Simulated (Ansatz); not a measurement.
**A failed many-body run on P2Ir (P2_1/c)**

A first try at the G0W0 gap of P2Ir (P2_1/c), what the program said, and an input that works.

Program: Ansatz 0.2.0. Level of theory: G0W0 on LDA, plane waves, PAW. Results are calculated unless marked as measured.

### 1. The structure

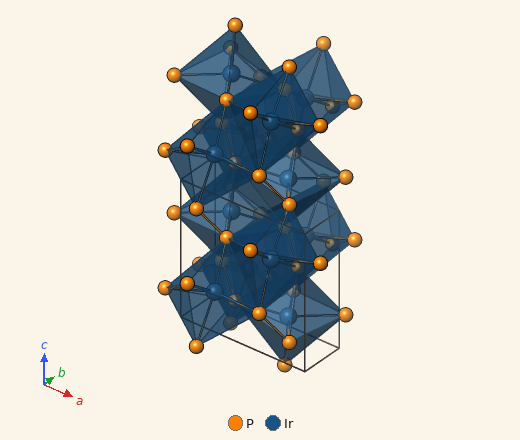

The cell as given, slightly off an axis (phosphorus orange, iridium blue). 1×1×2 cells are drawn. Some periodic images of atoms are drawn too.

The cell and positions are those that the Materials Project relaxed with its own functionals (PBE, PBE+U or r2SCAN), kept fixed. Spin-orbit coupling is left out unless a step names it. The default PAW set here is soft_2. Its files were made with PBE.

### 2. First try

The input, input.yaml:

```yaml
crystal:
  lattice:
    - [5.7723350975, 0.0, 0.0]
    - [0.0, 5.80673151, 0.0]
    - [-2.1284997265, 0.0, 5.4731408836]
  atoms:
    - { symbol: P, position: [0.1580067, 0.88188186, 0.87028772] }
    - { symbol: P, position: [0.8419933, 0.38188186, 0.62971228] }
    - { symbol: P, position: [0.8419933, 0.11811814, 0.12971228] }
    - { symbol: P, position: [0.1580067, 0.61811814, 0.37028772] }
    - { symbol: P, position: [0.33432299, 0.37720527, 0.18854639] }
    - { symbol: P, position: [0.66567701, 0.87720527, 0.31145361] }
    - { symbol: P, position: [0.66567701, 0.62279473, 0.81145361] }
    - { symbol: P, position: [0.33432299, 0.12279473, 0.68854639] }
    - { symbol: Ir, position: [0.27186641, 0.49883041, 0.79157869] }
    - { symbol: Ir, position: [0.72813359, 0.99883041, 0.70842131] }
    - { symbol: Ir, position: [0.72813359, 0.50116959, 0.20842131] }
    - { symbol: Ir, position: [0.27186641, 0.00116959, 0.29157869] }
kpoints:
  mp_grid: { grid: [2, 2, 2] }
hamiltonian:
  xc: lda
scf:
  occupations: { method: fixed }
gw:
  n_empty_bands: 100000
  ecut_chi: 80
  qp_bands: [v4, c4]
  qp_kpoints: band_edges
  screening: { model: contour_deformation }
```

Run with:

```
$ ansatz run input.yaml --threads 24 --pin off --max-ram 82944MiB --backend cuda --events-out ev --progress --plain --runs-dir out --devices 1 --max-vram 78GiB
```

Numbers of over 12 decimals in the logs are rounded to 6 here.

The program printed:

```text
Error: inconsistent input (gw.n_empty_bands, basis.ecutwfc): the count of 100054 bands up to the last of gw.n_empty_bands exceeds the smallest per-k basis n_pw = 3564 of the GW NSCF pass (the SCF k-mesh) (at k = [0.000000, -0.500000, 0.000000] in reciprocal lattice vectors) — raise basis.ecutwfc, or ask for fewer bands where the run can do with them
```

It took 0.11 s on 24 threads of Arm Neoverse V2, shared host; peak memory 0.053 GiB.

Q: What is the fault?

The input was rejected at the start.

The program's message: “Error: inconsistent input (gw.n_empty_bands, basis.ecutwfc): the count of 100054 bands up to the last of gw.n_empty_bands exceeds the smallest per-k basis n_pw = 3564 of the GW NSCF pass (the SCF k-me …”

The fault: more bands than plane waves. A basis holds no more bands than it has plane waves.

### 3. A better input

Now the one-shot GW correction: screening in the RPA, then the self-energy of the levels asked for.

Changes to input.yaml since step 2:

```diff
@@ -25,4 +25,4 @@
 gw:
-  n_empty_bands: 100000
-  ecut_chi: 80
+  n_empty_bands: 391
+  ecut_chi: 96
   qp_bands: [v4, c4]
```

The program printed:

```text
GPUs: using 1 of 1 available (devices: 1).
[...]
Crystal: 12 atoms, lattice volume = 183.451 Å³
Basis set: ecut = 420 eV, 3599 PW (Γ)
Bands: 66, of which v1, the nominal top of the filled ones, is band 54 counted from 1 (53 counted from 0)
Symmetry: 4 space group operations
[...]
k-points: 8
[...]
SCF iter   1: F=—  HF=-52470.750091 eV  |F-HF|=—  |Δ(HF+E_count)|=         —  Δρ=7.31e-3  dr2=7.45e-2  ethr=1.77e-3  ⟨swp⟩=5.0  Hψ=1850  notcnv=0  defer=76
[...]
SCF iter   7: F=-52470.723898 eV  HF=-52470.723898 eV  |F-HF|=2.45e-8  |Δ(HF+E_count)|=   2.11e-7  Δρ=5.56e-6  dr2=6.35e-8  ethr=9.26e-11  ⟨swp⟩=11.2  Hψ=2564  notcnv=0
SCF 1 converged in 7 iterations: F = -52470.723898 eV  dr2 = 6.35e-8
[...]
NSCF: frozen V_eff on 8 k-points
[...]
0    58     16.4982   -17.0932    -3.8369   -21.5830  0.7617    17.1589    17.1511  root
     1    51     11.9232   -19.6714     2.3837   -17.3116  0.7595    11.9471    11.9471  root
     1    52     11.9232   -19.6714     2.3837   -17.3116  0.7595    11.9471    11.9471  root
     1    53     13.3010   -20.5348     2.0944   -18.5302  0.7691    13.3907    13.3909  root
     1    54     13.3010   -20.5348     2.0944   -18.5302  0.7691    13.3907    13.3909  root
     1    55     15.1123   -17.0306    -3.2336   -20.8326  0.7659    15.6851    15.6807  root
     1    56     15.1123   -17.0306    -3.2336   -20.8326  0.7659    15.6851    15.6807  root
     1    57     15.8214   -15.4764    -3.9020   -19.9888  0.7678    16.4374    16.4317  root
[...]
7    55     15.3657   -18.1329    -3.6610   -22.5176  0.7697    16.0969    16.0893  root
     7    56     15.3657   -18.1329    -3.6610   -22.5176  0.7697    16.0969    16.0893  root
     7    57     16.1458   -14.0198    -3.9392   -18.4635  0.7569    16.6547    16.6504  root
     7    58     16.1458   -14.0198    -3.9392   -18.4635  0.7569    16.6547    16.6504  root
[key lines of the parts left out:]
SCF converged after 7 iterations
Free energy (F): -52470.723898 eV
Fermi energy:    13.772923 eV
```

It took 2.8 s on 1 × NVIDIA GB200 (shared by 2 runs) with 24 threads; peak memory 1.7 GiB.

This step gave:

| Property | Result |
| --- | --- |
| bands summed | 445 |
| RPA ε∞ on this mesh (eigenvalues) | 17.62, 19.47, 21.59 |
| plane waves in the screening matrix | 399 |
| q-points in the mesh | 8 |
| G0W0 gap on the mesh | 1.130 eV |
| k of the valence top | -0.5, -0.5, -0.5 |
| k of the conduction bottom | 0, 0, 0 |
| starting gap on the mesh | 0.6036 eV |
| Z at the valence top | 0.7782 |
| Z at the conduction bottom | 0.7649 |
| least direct G0W0 gap on the computed points | 1.999 eV |

The gap on the mesh goes from 0.60 eV to 1.13 eV, a correction of +0.53 eV. Between the two edge states, bare exchange in place of the xc potential would open the gap by 4.86 eV, and correlation takes back 4.33 eV.

### 4. Summary of results

```json
{
  "first try": "refused after 0.11 s",
  "better run": "G0W0 gap on the mesh 1.13 eV (2×2×2 mesh, 391 empty bands, screening to 96 eV)"
}
```

What this shows: The second run differs in: empty bands and screening cutoff (eV). Bands and cutoff are finite, so the gap is not at the basis limit. The miss can reach some tenths of an eV and take either sign; the mesh is an error of its own. The 2×2×2 mesh is coarse for this cell (its supercell is 12 Å along the shortest edge). The RPA ε∞ on it, from the LDA start, is 17.62, 19.47 and 21.59; such meshes misread the long-range screening, most where the gap is narrow. The runs have no spin polarisation. For a closed low-spin shell that is the natural state; where a d or f shell is open it is a constraint, and the gap is then not the crystal's own. With d states at the gap, one-shot GW leans hard on its start. The many-body steps are scalar-relativistic: spin-orbit coupling is not in them.

[Paths, hosts, dates, memory and timing lines, banners, echoed tables and standing remarks are left out of the program output.]

[Logs are printed without paths, hosts, clocks, repeated set-up lines and the standing remarks that a program may print on its own settings, such as how far it seeks lower states.]

[Runs of the session that timed out or met a known fault of the program may be left out.]

[Cells called generated may have been cut or substituted from an entry of the Crystallography Open Database or the Materials Project.]

[Hosts, paths, dates, database ids (printed as entryN), source tags and the programs' standing remarks are cut or masked in the printed files.]
